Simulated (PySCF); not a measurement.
**C$_{2}$H$_{6}$SSi, SMILES `C=CS[SiH3]`: what the electrons do**

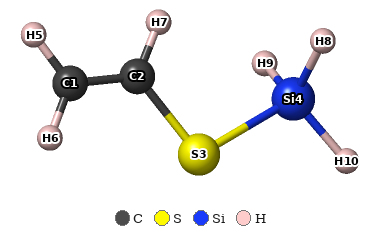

The molecule, with its atoms numbered as below. No frequency check shows the geometry to be a minimum.

Coordinates in Å:

```
C1      -2.5582    0.2883    0.0009
C2      -1.2552    0.5064   -0.0008
S3      -0.0699   -0.7985   -0.0004
Si4      1.7653    0.3224    0.0003
H5      -3.2600    1.1041   -0.0001
H6      -2.9588   -0.7100    0.0028
H7      -0.8352    1.5007   -0.0039
H8       1.7766    1.1561    1.1987
H9       1.7787    1.1540   -1.1977
H10      2.7839   -0.7099    0.0020
```

## 1. Bonding charge

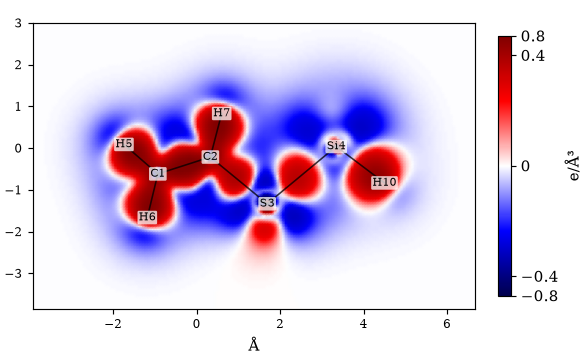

Deformation density (molecule less spherical, spin-averaged free atoms) in a plane through 8 of the atoms; colour scale in e/Å³, logarithmic beyond ±0.1; red: gain, blue: loss.

Level of theory: HF/def2-SVP (PySCF), at a geometry from GFN2-xTB.

Question: How much density has each bond in this plane gained at its critical point, relative to the free atoms?

Answer: C1–C2: +0.83 e/Å³ at the bond critical point (bond length 1.32 Å, Mayer order 2.0). C2–H7: +0.74 e/Å³ at the bond critical point (bond length 1.08 Å, Mayer order 1.0). C1–H6: +0.73 e/Å³ at the bond critical point (bond length 1.08 Å, Mayer order 1.0). C1–H5: +0.72 e/Å³ at the bond critical point (bond length 1.08 Å, Mayer order 1.0). C2–S3: +0.33 e/Å³ at the bond critical point (bond length 1.76 Å, Mayer order 1.0). Si4–H10: +0.21 e/Å³ at the bond critical point (bond length 1.45 Å, Mayer order 1.0). S3–Si4: +0.10 e/Å³ at the bond critical point (bond length 2.15 Å, Mayer order 1.0); up to 0.6 Å beside the axis the gain reaches +0.27 e/Å³. In all, 2.4 electrons gather in the regions of gain relative to the promolecule. A small or negative value marks a very polar bond, one between electron-rich atoms, whose free-atom densities already overlap strongly, a long bond to a heavier atom, or a closed-shell contact such as a hydrogen bond.

## 2. Local ionisation energy

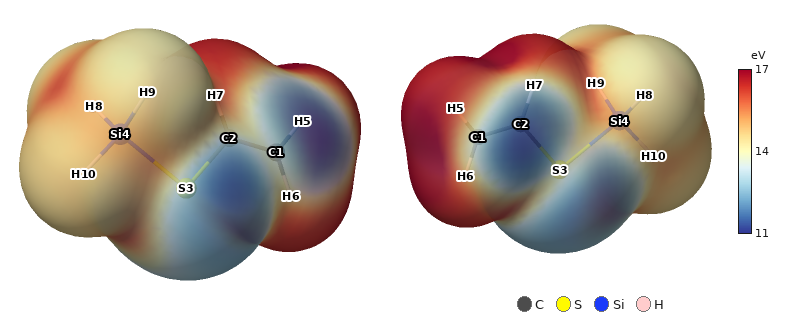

Average local ionisation energy on the surface of electron density 0.001 a.u. (back view left, front view right).

Question: Where are the most loosely bound electrons on this surface?

Answer: The lowest value is 11.2 eV, over C1, off the plane of its three bonds (2.1 Å), and at like points elsewhere. Further minima include 11.3 eV, 2.2 Å from S3, and at like points elsewhere; 14.0 eV, 1.5 Å from H8, and at like points elsewhere. For comparison, the highest occupied orbital lies at −8.8 eV.

Question: What volume does the surface enclose, and what is the dipole moment?

Answer: About 127 Å³; the dipole moment is 1.6 D.

## 3. Excited states

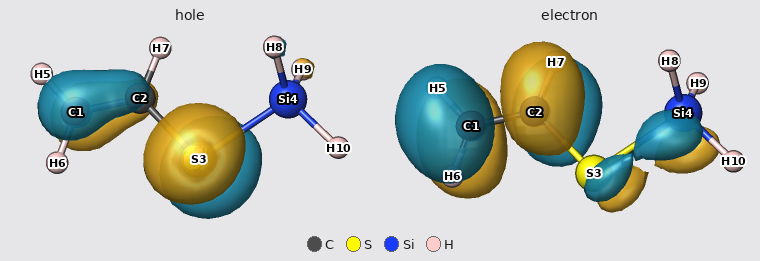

Leading natural transition orbital pair of S₃ (full linear response singlet states); the surfaces enclose about 70 % of each orbital's density.

PySCF calculation, CAM-B3LYP/6-311G**, gas phase; geometry: GFN2-xTB. Without diffuse functions Rydberg states are missing, so the states' numbers hold for this basis only.

Question: Where does the state lie, and where do hole and electron sit?

Answer: 6.06 eV (205 nm), f = 0.307 (bright); the leading pair carries 98 %; hole on S3 (59 %), C1 (18 %) and C2 (10 %), electron on C1 (32 %), C2 (30 %) and S3 (11 %); their centroids lie 1.0 Å apart; S₂ lies within 0.1 eV of it. In canonical orbitals it is mainly HOMO → LUMO+1 (97 %). The HOMO–LUMO gap is 8.59 eV.

## 4. In an electric field

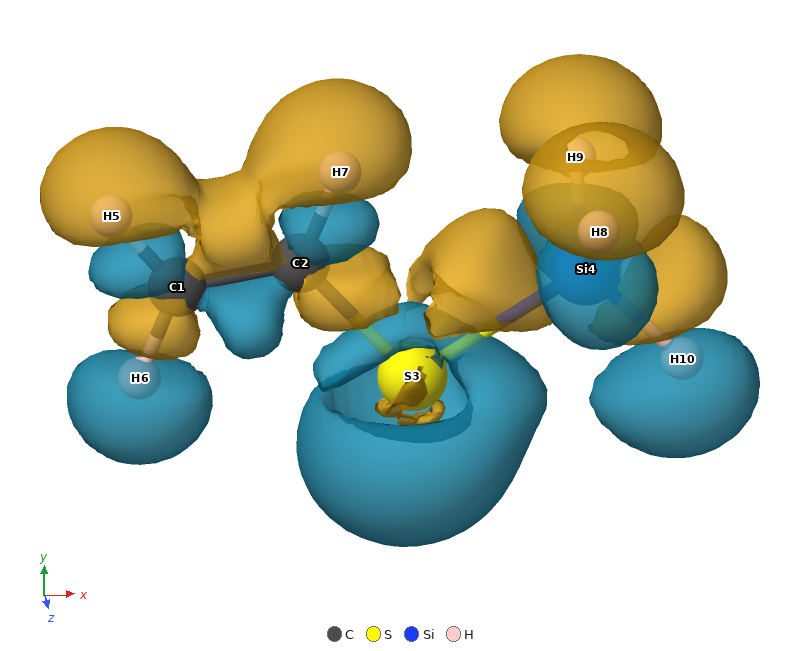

Change of the electron density in a uniform field of 0.10 V/Å, surfaces at ±0.0006 e/Å³ (yellow: gain, teal: loss).

Method: r2SCAN/def2-SVPD; geometry: GFN2-xTB; program: PySCF.

Question: Along which Cartesian direction does the field point?

Answer: Along −y: electrons gather on the +y side, against the field.

Question: What dipole is induced, and what polarisability does it imply?

Answer: The induced dipole is 0.33 D (along the field); α along this axis, from the fields in both directions, is 66 bohr³ (9.8 Å³).

Question: Which atoms gain and lose the most charge?

Answer: Electrons gather most on H7 (Hirshfeld charge changes by −0.004 e) and leave S3 most (+0.011 e); 0.030 electrons are displaced in all.

## 5. Localised orbitals

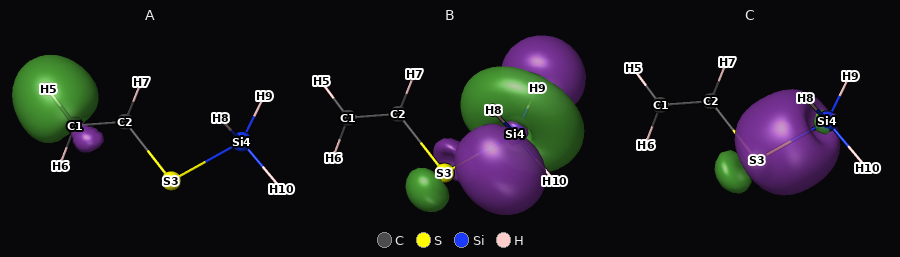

Intrinsic bond orbitals (IBO), occupied and valence-virtual; each surface holds about 80 % of the orbital's density. Energies are diagonal elements of the Fock matrix.

Computed with PySCF, LDA (SVWN)/def2-SVP, geometry: GFN2-xTB.

Question: What does each orbital represent in a Lewis picture?

Answer: By panel:
- A: σ bond C1–H5 (C1 58 %, H5 41 %; −11.9 eV)
- B: σ* orbital Si4–H9 (Si4 52 %, H9 46 %; 4.0 eV)
- C: σ bond S3–Si4 (S3 64 %, Si4 35 %; −12.1 eV)

Question: How do all the valence pairs divide up?

Answer: 12 pairs: 9 σ bonds, 2 lone pairs and 1 two-centre π bond.

The PySCF runs shown took 3.4 s, 13 min, 2.1 min and 17 s on 1 thread of Intel(R) Xeon(R) Processor @ 2.50GHz (Skylake/Cascade Lake) (shared host).
